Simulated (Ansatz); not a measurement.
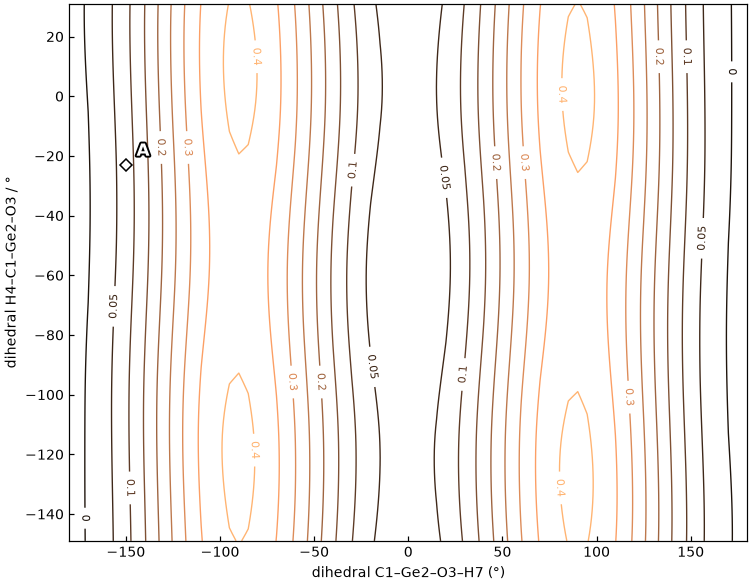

CH₄GeO, SMILES [CH3][Ge][OH]. The first coordinate is: dihedral C1–Ge2–O3–H7; the second: dihedral H4–C1–Ge2–O3. Nothing is relaxed (all other coordinates rigid). The scan uses a 12 × 11 grid. Points are written as (first, second). Energies are in eV, from the relaxed molecule at the same level. All numbers below come from RKS PBE0-D4/def2-TZVP in Ansatz.

In the figure: contour lines labelled in eV, the point A. Between grid points the surface is interpolated.

### Is A at rest? If not, where is it pushed?

A, at (−150°, −23°), is not a stationary point. The computed force is 0.0057 eV for each degree towards smaller values of dihedral C1–Ge2–O3–H7 and 0.0002 eV for each degree towards smaller values of dihedral H4–C1–Ge2–O3.
